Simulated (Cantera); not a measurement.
Feed: 1 mol CuO, 1.2 mol CO, at 97.5 Torr.

Method: chemical equilibrium by Gibbs-energy minimisation in Cantera with the NASA 1993 tables (ideal gas, pure condensed phases). Candidate condensed phases: C, Cu, CuO, Cu₂O; 15 gas species. The numbers say what is thermodynamically allowed, not how fast it happens.

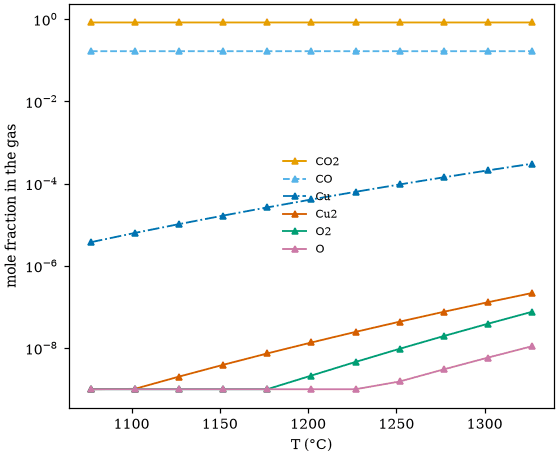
Equilibrium gas composition (values under 1e-9 drawn at 1e-9)

**Question.** Read off the mole fractions at 1177 °C.

**Answer.** CO₂ about 0.83, CO about 0.17, Cu about 2.6e-5.
